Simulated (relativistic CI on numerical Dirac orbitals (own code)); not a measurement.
# Run report: Ru⁴⁺, relativistic CI calculation

System: Ru⁴⁺.
Method: Dirac-Coulomb-Breit CI, KLI orbitals optimised for each configuration, model QED (radiative potential, 1s self-energy scaled to tabulated hydrogen-like ionisation energies), valence Slater integrals scaled by 0.7, one configuration in a parametric crystal field (relativistic CI on numerical Dirac orbitals, in-house).

## Input file
```
atom Ru  Z=44  charge=4  electrons=40
nucleus A=102  rms_radius_fm=4.4809
hamiltonian dirac-coulomb  breit=on  qed=on  c_scale=1
orbitals kli  potential=per-configuration
slater_scale 0.7
correlation none
mixing on
configurations
  [Kr] 4d4
end
crystal_field D4h 10Dq=55000 Ds=2500 Dt=-430
```

Hardware: 1 CPU thread, shared host.

The program writes its results to a structured record and prints no log; tables and figures of this report are taken from that record.

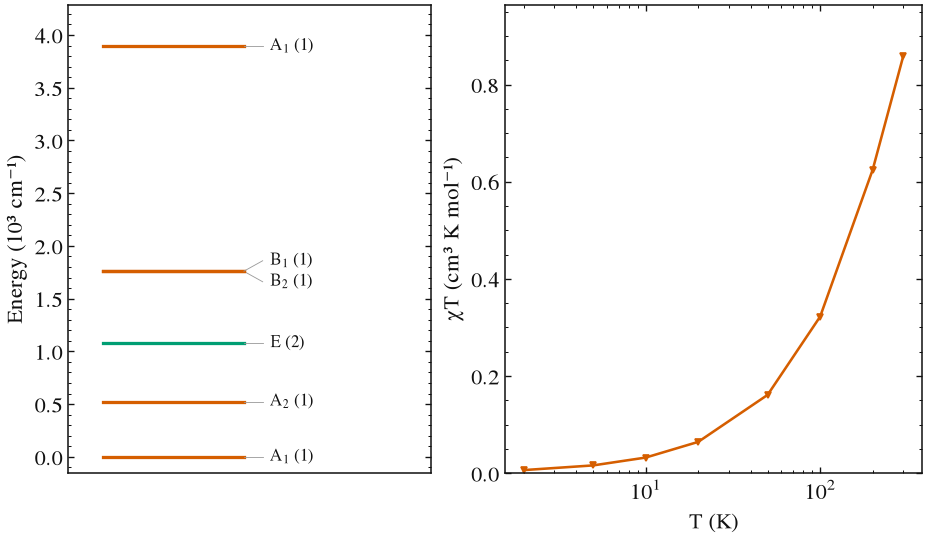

Figure 1. Ru⁴⁺ (4d⁴) in a field of D4h symmetry with 10Dq = 55,000, Ds = 2,500, Dt = −430 cm⁻¹. Labels give the double-group representation and, in brackets, the degeneracy; the lowest 6 of 160 levels are drawn. One open-shell configuration in a parametric field without covalency; powder susceptibility by Van Vleck's formula. The ground level is A₁, a singlet, with total spin S = 0.94 (from expectation values). The next level lies at 523 cm⁻¹ (A₂). The field lowers the ground state by 76,800 cm⁻¹ against the free ion. χT is 0.00645 cm³ K mol⁻¹ at 2 K, 0.161 at 50 K and 0.859 at 300 K, an effective moment of 2.62 μB at room temperature.

## Key numbers

- outcome: converged
- levels computed: 160
